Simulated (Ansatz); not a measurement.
# The gap of SiO2 (Fddd): a ladder of methods and an error budget

The study climbs from cheap functionals to G0W0 on SiO2 (Fddd) and then asks what each convergence step is worth.

Calculated with Ansatz 0.2.0; density functionals, hybrids, G0W0, plane waves, PAW.

## Step 1: Starting point

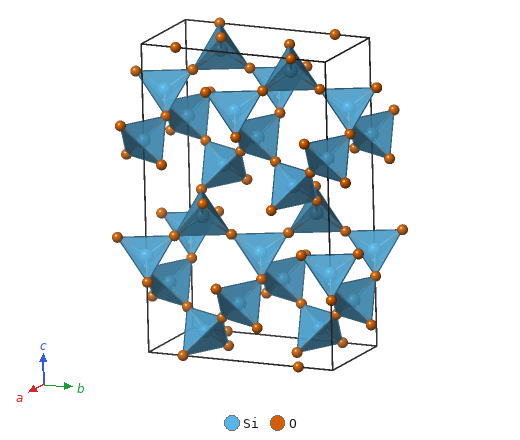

The cell as given, slightly off an axis (silicon blue, oxygen orange). This picture shows the conventional cell, with its axes. Bonds to atoms that aren't drawn are left out. Some periodic images of atoms are drawn too.

The cell and positions are those that the Materials Project relaxed with its own functionals (PBE, PBE+U or r2SCAN), kept fixed. At the settings of the band run the largest force is still 0.08 eV/Å.

## Step 2: LDA bands

Levels along a band path, at the cheap level, show where the edges lie and whether the meshes to come will hold them.

This step: DFT, LDA, plane waves, PAW; PAW set soft_1.

Input file input.yaml:

```yaml
crystal:
  lattice:
    - [0.0, 4.71625711, 7.3627753715]
    - [2.3595806657, 0.0, 7.3627753715]
    - [2.3595806657, 4.71625711, 0.0]
  atoms:
    - { symbol: Si, position: [0.56323108, 0.56323108, 0.93676892] }
    - { symbol: Si, position: [0.31323108, 0.31323108, 0.68676892] }
    - { symbol: Si, position: [0.68676892, 0.68676892, 0.31323108] }
    - { symbol: Si, position: [0.93676892, 0.93676892, 0.56323108] }
    - { symbol: O, position: [0.625, 0.125, 0.625] }
    - { symbol: O, position: [0.625, 0.625, 0.125] }
    - { symbol: O, position: [0.625, 0.625, 0.625] }
    - { symbol: O, position: [0.125, 0.625, 0.625] }
    - { symbol: O, position: [0.1865604, 0.8134396, 0.1865604] }
    - { symbol: O, position: [0.8134396, 0.1865604, 0.8134396] }
    - { symbol: O, position: [0.4365604, 0.0634396, 0.4365604] }
    - { symbol: O, position: [0.0634396, 0.4365604, 0.0634396] }
kpoints:
  mp_grid: { grid: [6, 6, 6] }
  band_path:
    path:
      - [[0.0, 0.0, 0.0], [0.5, 0.0, 0.5], [1.0, 0.5, 0.5], [0.5, 0.5, 0.0], [0.0, 0.0, 0.0], [0.0, 0.33825295, 0.33825295]]
      - [[1.0, 0.66174705, 0.66174705], [1.0, 0.5, 0.5]]
      - [[0.5, 0.0, 0.5], [0.5, 0.21309896, 0.71309896]]
      - [[0.5, 0.78690104, 0.28690104], [0.5, 0.5, 0.0]]
      - [[0.0, 0.0, 0.0], [0.5, 0.5, 0.5]]
    npoints: 10
hamiltonian:
  xc: lda
  pseudopotentials: { kind: paw, azcp: { folder: soft_1 }, xc_functional: pbe }
scf:
  occupations: { method: fermi_dirac, width: 0.02 }
  n_extra_bands: 8
output:
  eigenvalues: true
  forces: true
  stress: true
  write_density: true
  write_potential: true
  elf: true
  volumetric_format: npy
```

Started as:

```
$ ansatz run input.yaml --threads 3 --pin off --max-ram 92160MiB --backend cuda --events-out ev --progress --plain --runs-dir out --devices 1 --max-vram 13GiB
```

Numbers of over 12 decimals in the logs are rounded to 6 here.

The log of the run:

```text
scf.n_extra_bands = 8 over 32 filled bands (N_el = 64.0): the run solves 40 bands
GPUs: using 1 of 1 available (devices: 1).
Engine: ansatz 0.2.0, x86_64-unknown-linux-gnu
Pseudopotentials: kind: paw
Pseudopotential: Si, paw, valence charge 4, recommended cutoff 420 eV (normal), soft_1/Si.paw.azcp
Pseudopotential: O, paw, valence charge 6, recommended cutoff 420 eV (normal), soft_1/O.paw.azcp
Functional definition: SPW92
  exchange = slater_x
  correlation = pw_c
device memory: the entry about to start is reckoned to put 4.8 GiB on a device that reports 55.1 GiB free (of which the cap on the GPU budget leaves the run 13.0 GiB)
GPU FFT provider: cuFFT
GPU libraries: cuBLAS 13.8.2, cuFFT 12.4.0, cuSOLVER 12.3.4
Crystal: 12 atoms, lattice volume = 163.872 Å³
Basis set: ecut = 420 eV, 3169 PW (Γ)
Bands: 40, of which v1, the nominal top of the filled ones, is band 32 counted from 1 (31 counted from 0)
Symmetry: 8 space group operations
Space group: Fddd (ITA 70), of the structure as read, at distance tolerance 5.5e-5 Å
k-points: 46 of 216
Non-local potential: Si, projectors of the file, l = 0: 2, l = 1: 2, l = 2: 1
Non-local potential: O, projectors of the file, l = 0: 2, l = 1: 2, l = 2: 1
PAW form: soft (Blöchl's): semilocal exchange-correlation on the pseudo side does not see the compensation charge
PAW frozen core: Si, regenerated for the run's functional, and the local potential with it (the file was generated under x = pbe(κ = 0.804, μ = 0.219515), c = pbe(β = 0.066725))
PAW frozen core: O, regenerated for the run's functional, and the local potential with it (the file was generated under x = pbe(κ = 0.804, μ = 0.219515), c = pbe(β = 0.066725))
PAW one-centre angular grid: Si, 110 points (default); XC on 64 Gauss nodes
PAW one-centre angular grid: O, 110 points (default); XC on 64 Gauss nodes
Initial density: superposition of atomic densities (chi_scale 0.1, normalization cell, long waves kept (reshape's long-wave potential 0.01 eV rms))
Initial wavefunctions: pseudopotential atomic-orbital guess
GPU buffer pool allocated for 116640 grid points (all kernels)
GPU transforms: local potential and band sums: pruned to the plane-wave sphere, on 60×54×36
Functional: x = slater, c = lda
SCF iter   1: F=—  HF=-6897.267617 eV  |F-HF|=—  |Δ(HF+E_count)|=         —  Δρ=1.22e-1  dr2=2.19e1  ethr=3.10e-3  ⟨swp⟩=7.8  Hψ=9205  notcnv=0
preconditioner: auto → Resta (q_TF=auto, 2.333 Å⁻¹)  ε∞=2.8  [insulator: Δε(μ)=7.136 eV  Ē_g=17.231 eV  σ=0.020 eV  W_gap=1.00  n_scr=30 (ndim 8)  ℏωp=23.2 eV  f_vac=0.049  D(μ)=0.00/eV (n_scr^D=0)  ε∞_Penn≈2.8]
SCF iter   2: F=—  HF=-6891.051663 eV  |F-HF|=—  |Δ(HF+E_count)|=    6.22e0  Δρ=4.15e-2  dr2=1.19e0  ethr=3.10e-3  ⟨swp⟩=4.1  Hψ=5445  notcnv=0  defer=116
SCF iter   3: F=—  HF=-6890.794022 eV  |F-HF|=—  |Δ(HF+E_count)|=   2.58e-1  Δρ=1.98e-2  dr2=3.71e-1  ethr=1.85e-3  ⟨swp⟩=2.2  Hψ=1980  notcnv=0  defer=116
SCF iter   4: F=—  HF=-6890.708140 eV  |F-HF|=—  |Δ(HF+E_count)|=   8.59e-2  Δρ=1.70e-3  dr2=4.04e-3  ethr=5.79e-4  ⟨swp⟩=3.9  Hψ=3594  notcnv=0  defer=116
SCF iter   5: F=—  HF=-6890.710356 eV  |F-HF|=—  |Δ(HF+E_count)|=   2.22e-3  Δρ=1.60e-3  dr2=2.98e-3  ethr=6.31e-6  ⟨swp⟩=2.5  Hψ=3908  notcnv=0  defer=114
SCF iter   6: F=—  HF=-6890.709717 eV  |F-HF|=—  |Δ(HF+E_count)|=   6.39e-4  Δρ=1.85e-4  dr2=4.59e-5  ethr=4.65e-6  ⟨swp⟩=2.0  Hψ=3050  notcnv=0  defer=114
SCF iter   7: F=—  HF=-6890.709903 eV  |F-HF|=—  |Δ(HF+E_count)|=   1.86e-4  Δρ=5.28e-5  dr2=3.35e-6  ethr=7.18e-8  ⟨swp⟩=2.0  Hψ=2988  notcnv=0  defer=114
SCF iter   8: F=-6890.709907 eV  HF=-6890.709907 eV  |F-HF|=6.33e-8  |Δ(HF+E_count)|=   3.98e-6  Δρ=7.49e-6  dr2=8.92e-8  ethr=1.56e-10  ⟨swp⟩=19.5  Hψ=18948  notcnv=0
SCF 1 converged in 8 iterations: F = -6890.709907 eV  dr2 = 8.92e-8
[...]
device memory: the entry about to start is reckoned to put 3.9 GiB on a device that reports 50.7 GiB free (of which the cap on the GPU budget leaves the run 13.0 GiB)
NSCF: frozen V_eff on 95 k-points
SCF converged after 8 iterations
Free energy (F): -6890.709907 eV
Harris-Foulkes:  -6890.709907 eV  (|F-HF|=6.33e-8)
Internal energy: -6890.709907 eV  (E = F + TS)
E sigma→0 (E₀):  -6890.709907 eV
Fermi energy:    4.221411 eV
--- Per-component energies (eV) ---
  E_band       = -345.439747
  E_kinetic    = 1546.651329
  E_local      = -4240.162828  (includes V_loc(G=0)·N_el)
  E_nonlocal   = 528.933463
  E_hartree    = 1558.260870
  E_xc         = -789.627115
  E_vxc        = -919.887661  (∫ρ·V_xc dr)
  E_paw        = -3165.227328  (= ΣΔE_a)
  E_vpaw       = -377.502813  (= ΣTr[D̂ρ^β])
  E_aug_tail   = 0.006884  (compensation charges beyond the density's cutoff)
  E_ewald      = -2330.657877
  E_core_change = 1.112695  (= ΣΔE_core)
  E_smearing   = -0.000000  (= −TS)
  E_closure    = 0.000000  (closes the sum)
  Σ components = -6890.709907   (vs F -6890.709907, Δ=0.00e0)
--- Forces (eV/Å), atoms counted from 1 ---
  atom   1  Si     0.00000000    -0.00000000    -0.07874262
  atom   2  Si    -0.00000000     0.00000000    -0.07874262
  atom   3  Si    -0.00000000     0.00000000     0.07874262
  atom   4  Si     0.00000000    -0.00000000     0.07874262
  atom   5  O      0.00000000     0.00000000    -0.00000000
  atom   6  O      0.00000000    -0.00000000    -0.00000000
  atom   7  O      0.00000000    -0.00000000    -0.00000000
  atom   8  O      0.00000000     0.00000000     0.00000000
  atom   9  O      0.00000000     0.06091357     0.00000000
  atom  10  O      0.00000000    -0.06091357     0.00000000
  atom  11  O      0.00000000     0.06091357     0.00000000
  atom  12  O     -0.00000000    -0.06091357    -0.00000000
  max |Σ_I F_I| component: 6.94e-18 eV/Å
--- Stress (GPa, compression-positive) ---
       -1.826643       0.000000       0.000000
        0.000000      -1.349213       0.000000
        0.000000       0.000000      -1.552120
  P = ⅓ Tr σ = -1.5760 GPa (-15.760 kbar)
--- Band table (eV; the first three rows and the last of 46) ---
  k-point 0: bands = [... 28 lower, 0.8042, 1.0083, 1.4099, 1.4475, 6.9810, 9.5144, 9.5647, 9.9041, ... 4 higher]
  k-point 1: bands = [... 28 lower, 0.7321, 1.0204, 1.2914, 1.3648, 7.4324, 9.7563, 9.8705, 9.9660, ... 4 higher]
  k-point 2: bands = [... 28 lower, 0.7169, 1.0386, 1.1582, 1.1855, 8.4886, 10.1395, 10.3027, 10.5253, ... 4 higher]
  k-point 45: bands = [... 28 lower, 0.8149, 0.8149, 1.2814, 1.2814, 8.1256, 8.1256, 10.0021, 10.0021, ... 4 higher]
```

Run time: 18 s. Hardware: 1 × NVIDIA H100 80GB HBM3 (shared by 6 runs) with 3 threads of AMD EPYC 7R13 (Zen 3), shared host; peak memory 1.1 GiB.

Numbers from this step:

```
pressure             : -1.576 GPa
filled bands         : 32
gap                  : 5.533 eV
valence top at       : Γ
conduction bottom at : Γ
least direct gap     : 5.533 eV
```

The gap is direct, at Γ.

The electronic bands at the labelled points (eV, zero at the top of the highest nominally filled band):

| point | band 29 | band 30 | band 31 | band 32 | band 33 | band 34 | band 35 | band 36 |
| --- | --- | --- | --- | --- | --- | --- | --- | --- |
| Γ | -0.64 | -0.44 | -0.04 | 0.00 | 5.53 | 8.07 | 8.12 | 8.46 |
| Y | -0.88 | -0.88 | -0.26 | -0.26 | 7.71 | 7.71 | 9.29 | 9.29 |
| T | -0.91 | -0.91 | -0.12 | -0.12 | 8.03 | 8.03 | 8.78 | 8.78 |
| Z | -0.63 | -0.63 | -0.17 | -0.17 | 6.68 | 6.68 | 8.55 | 8.55 |
| Γ | -0.64 | -0.44 | -0.04 | 0.00 | 5.53 | 8.07 | 8.12 | 8.46 |
| Σ0 | -0.93 | -0.74 | -0.40 | -0.13 | 8.53 | 8.55 | 8.88 | 8.94 |
| jump to U0 | -0.93 | -0.74 | -0.40 | -0.13 | 8.53 | 8.55 | 8.88 | 8.94 |
| T | -0.91 | -0.91 | -0.12 | -0.12 | 8.03 | 8.03 | 8.78 | 8.78 |
| jump to Y | -0.88 | -0.88 | -0.26 | -0.26 | 7.71 | 7.71 | 9.29 | 9.29 |
| C0 | -0.71 | -0.71 | -0.29 | -0.29 | 8.46 | 8.46 | 9.06 | 9.06 |
| jump to A0 | -0.71 | -0.71 | -0.29 | -0.29 | 8.46 | 8.46 | 9.06 | 9.06 |
| Z | -0.63 | -0.63 | -0.17 | -0.17 | 6.68 | 6.68 | 8.55 | 8.55 |
| jump to Γ | -0.64 | -0.44 | -0.04 | 0.00 | 5.53 | 8.07 | 8.12 | 8.46 |
| L | -0.62 | -0.57 | -0.32 | -0.26 | 7.96 | 8.53 | 8.76 | 9.25 |

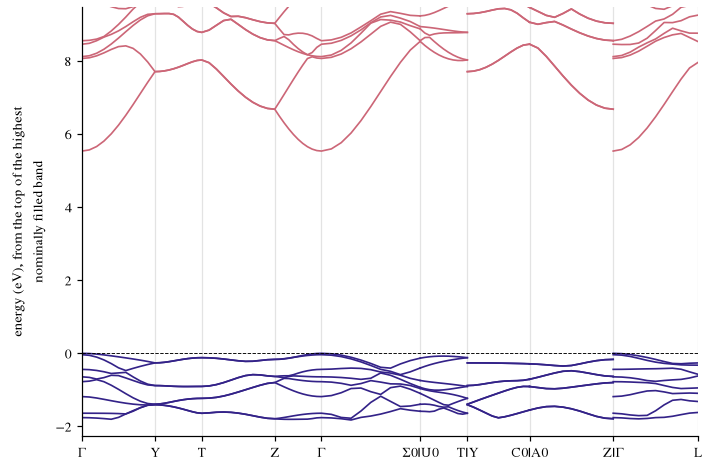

Electronic bands along the path; lines of filled and empty bands in two colours.

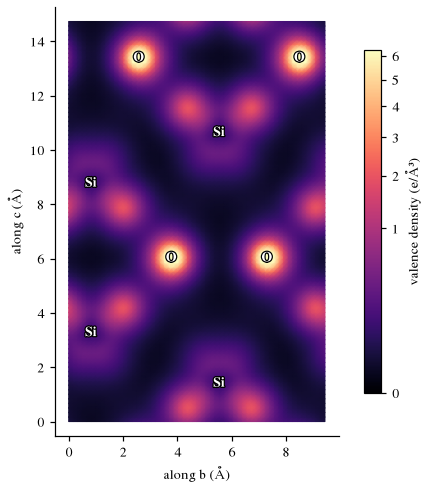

Valence density in the bc plane of the conventional cell at fractional x = 0.000, with atoms of Si and O within 0.2 Å of it. It is the smooth field of the valence electrons, not physical close to the nuclei. The map starts off the cell's origin, so that atoms lie inside it. The colour scale is stretched toward low values.

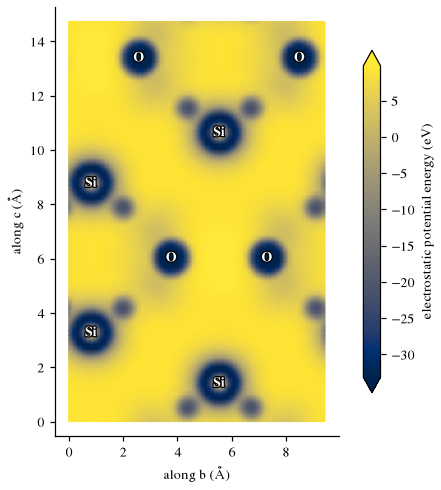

Electrostatic potential energy in the bc plane of the conventional cell at fractional x = 0.000, with atoms of Si and O within 0.2 Å of it. With pseudopotentials it is smooth inside the atoms' cores, unlike the true potential. The map starts off the cell's origin, so that atoms lie inside it.

## Step 3: r2SCAN

r2SCAN sits between gradient functionals and hybrids in what it does to gaps, at little more than semilocal cost.

This step: DFT, r2SCAN, plane waves, PAW; PAW set soft_1.

Changes to input.yaml since step 2:

```diff
@@ -22,13 +22,16 @@
     path:
-      - [[0.0, 0.0, 0.0], [0.5, 0.0, 0.5], [1.0, 0.5, 0.5], [0.5, 0.5, 0.0], [0.0, 0.0, 0.0], [0.0, 0.33825295, 0.33825295]]
-      - [[1.0, 0.66174705, 0.66174705], [1.0, 0.5, 0.5]]
-      - [[0.5, 0.0, 0.5], [0.5, 0.21309896, 0.71309896]]
-      - [[0.5, 0.78690104, 0.28690104], [0.5, 0.5, 0.0]]
-      - [[0.0, 0.0, 0.0], [0.5, 0.5, 0.5]]
-    npoints: 10
+      - [0.0, 0.0, 0.0]
+      - [0.5, 0.0, 0.5]
+      - [1.0, 0.5, 0.5]
+      - [0.5, 0.5, 0.0]
+      - [0.0, 0.33825295, 0.33825295]
+      - [1.0, 0.66174705, 0.66174705]
+      - [0.5, 0.21309896, 0.71309896]
+      - [0.5, 0.78690104, 0.28690104]
+    npoints: 1
 hamiltonian:
-  xc: lda
-  pseudopotentials: { kind: paw, azcp: { folder: soft_1 }, xc_functional: pbe }
+  xc: r2scan
+  pseudopotentials: { kind: paw, azcp: { folder: soft_1 } }
 scf:
-  occupations: { method: fermi_dirac, width: 0.02 }
+  occupations: { method: fixed }
   n_extra_bands: 8
@@ -38,5 +41 @@
   stress: true
-  write_density: true
-  write_potential: true
-  elf: true
-  volumetric_format: npy
```

The log of the run:

```text
[...]
GPUs: using 1 of 1 available (devices: 1).
[...]
GPU FFT provider: cuFFT
GPU libraries: cuBLAS 13.8.2, cuFFT 12.4.0, cuSOLVER 12.3.4
Crystal: 12 atoms, lattice volume = 163.872 Å³
Basis set: ecut = 500 eV, 4155 PW (Γ), exchange–correlation on 256×240×160 points (64 copies of the dense FFT grid, shifted against one another)
[...]
k-point 0: bands = [... 28 lower, 0.6783, 0.8777, 1.2812, 1.3231, 7.7214, 10.5069, 10.5297, 10.7823, ... 4 higher]
  k-point 1: bands = [... 28 lower, 0.6066, 0.8964, 1.1664, 1.2405, 8.1793, 10.7434, 10.7936, 10.8860, ... 4 higher]
  k-point 2: bands = [... 28 lower, 0.5943, 0.9169, 1.0359, 1.0581, 9.2697, 11.0844, 11.2902, 11.4627, ... 4 higher]
  k-point 45: bands = [... 28 lower, 0.7008, 0.7008, 1.1592, 1.1592, 8.8915, 8.8915, 10.9559, 10.9559, ... 4 higher]
[key lines of the parts left out:]
SCF converged after 8 iterations
Free energy (F): -7120.221715 eV
Fermi energy:    1.323125 eV
P = ⅓ Tr σ = 0.1235 GPa (1.235 kbar)
```

Elapsed: 15 s, on 1 × NVIDIA H100 80GB HBM3 (shared by 6 runs) with 3 threads; peak memory 1.4 GiB.

This step gave:

```
pressure             : 0.1235 GPa
gap                  : 6.398 eV
valence top at       : Γ
conduction bottom at : Γ
least direct gap     : 6.398 eV
```

The gap stands +0.86 eV against LDA.

## Step 4: HSE06

HSE06 mixes in a quarter of exact exchange at short range. Exchange couples all pairs of k points, which makes a full band path dear, so levels are read on the mesh and at chosen points.

This step: DFT, HSE06, plane waves, PAW; PAW set soft_1.

Changes to input.yaml since step 3:

```diff
@@ -19,3 +19,3 @@
 kpoints:
-  mp_grid: { grid: [6, 6, 6] }
+  mp_grid: { grid: [4, 4, 4] }
   band_path:
@@ -32,3 +32,3 @@
 hamiltonian:
-  xc: r2scan
+  xc: hse06
   pseudopotentials: { kind: paw, azcp: { folder: soft_1 } }
@@ -39,3 +39 @@
   eigenvalues: true
-  forces: true
-  stress: true
```

The log of the run:

```text
[...]
GPUs: using 1 of 1 available (devices: 1).
[...]
davidson cushion auto → on  (no smearing: the cushion is to keep the highest requested band from converging to the state above it; pin scf.eigensolver.cushion to override)
[...]
GPU FFT provider: cuFFT
GPU libraries: cuBLAS 13.8.2, cuFFT 12.4.0, cuSOLVER 12.3.4
Crystal: 12 atoms, lattice volume = 163.872 Å³
Basis set: ecut = 420 eV, 3169 PW (Γ)
[...]
Fermi energy:    0.449239 eV
[...]
--- Band table (eV; the first three rows and the last of 18) ---
  k-point 0: bands = [... 28 lower, -0.2048, -0.0169, 0.4146, 0.4492, 8.0347, 10.7104, 10.7651, 11.0979, ... 4 higher]
  k-point 1: bands = [... 28 lower, -0.3481, 0.0204, 0.2069, 0.2754, 9.0009, 11.2060, 11.2588, 11.5043, ... 4 higher]
  k-point 2: bands = [... 28 lower, -0.1916, -0.1445, 0.1197, 0.1766, 10.5769, 11.1579, 11.4845, 11.9465, ... 4 higher]
  k-point 17: bands = [... 28 lower, -0.1951, -0.1951, 0.2877, 0.2877, 9.2149, 9.2149, 11.2185, 11.2185, ... 4 higher]
[key lines of the parts left out:]
Free energy (F): -7097.613499 eV
```

The job ended after 37 s (1 × NVIDIA H100 80GB HBM3 (shared by 6 runs) with 3 threads; peak memory 1.9 GiB).

This step gave:

- gap: 7.585 eV
- valence top at: Γ
- conduction bottom at: Γ
- least direct gap: 7.585 eV

The gap stands +2.05 eV against LDA.

## Step 5: PBE0

PBE0 keeps its quarter of exact exchange at all distances, which suits crystals with ε∞ near 4 best.

This step: DFT, PBE0, plane waves, PAW; PAW set soft_1.

Changes to input.yaml since step 4:

```diff
@@ -32,3 +32,3 @@
 hamiltonian:
-  xc: hse06
+  xc: pbe0
   pseudopotentials: { kind: paw, azcp: { folder: soft_1 } }
@@ -39 +39,5 @@
   eigenvalues: true
+  write_density: true
+  write_potential: true
+  elf: true
+  volumetric_format: npy
```

The log of the run:

```text
[...]
GPUs: using 1 of 1 available (devices: 1).
[...]
GPU FFT provider: cuFFT
GPU libraries: cuBLAS 13.8.2, cuFFT 12.4.0, cuSOLVER 12.3.4
Crystal: 12 atoms, lattice volume = 163.872 Å³
Basis set: ecut = 420 eV, 3169 PW (Γ)
Bands: 40, of which v1, the nominal top of the filled ones, is band 32 counted from 1 (31 counted from 0)
Symmetry: 8 space group operations
[...]
k-points: 18 of 64
[...]
Fermi energy:    0.043987 eV
[...]
--- Band table (eV; the first three rows and the last of 18) ---
  k-point 0: bands = [... 28 lower, -0.6117, -0.4236, 0.0101, 0.0440, 8.3974, 11.0874, 11.1392, 11.4775, ... 4 higher]
  k-point 1: bands = [... 28 lower, -0.7569, -0.3865, -0.1992, -0.1305, 9.3699, 11.5849, 11.6380, 11.8814, ... 4 higher]
  k-point 2: bands = [... 28 lower, -0.6000, -0.5518, -0.2864, -0.2296, 10.9512, 11.5358, 11.8671, 12.3244, ... 4 higher]
  k-point 17: bands = [... 28 lower, -0.6040, -0.6040, -0.1181, -0.1181, 9.5854, 9.5854, 11.5959, 11.5959, ... 4 higher]
[key lines of the parts left out:]
Free energy (F): -7099.019261 eV
```

Run time: 37 s. Hardware: 1 × NVIDIA H100 80GB HBM3 (shared by 6 runs) with 3 threads; peak memory 1.9 GiB.

Numbers from this step:

| Quantity | Value |
| --- | --- |
| gap | 8.353 eV |
| valence top at | Γ |
| conduction bottom at | Γ |
| least direct gap | 8.353 eV |

The gap stands +2.82 eV against LDA.

(Continued in part 2 of 3.)

[Paths, hosts, dates, memory and timing lines, banners, echoed tables and standing remarks are left out of the program output.]

[Logs are printed without paths, hosts, clocks, repeated set-up lines and the standing remarks that a program may print on its own settings, such as how far it seeks lower states.]

[Runs of the session that timed out or met a known fault of the program may be left out.]

[Cells called generated may have been cut or substituted from an entry of the Crystallography Open Database or the Materials Project.]

[Hosts, paths, dates, database ids (printed as entryN), source tags and the programs' standing remarks are cut or masked in the printed files.]
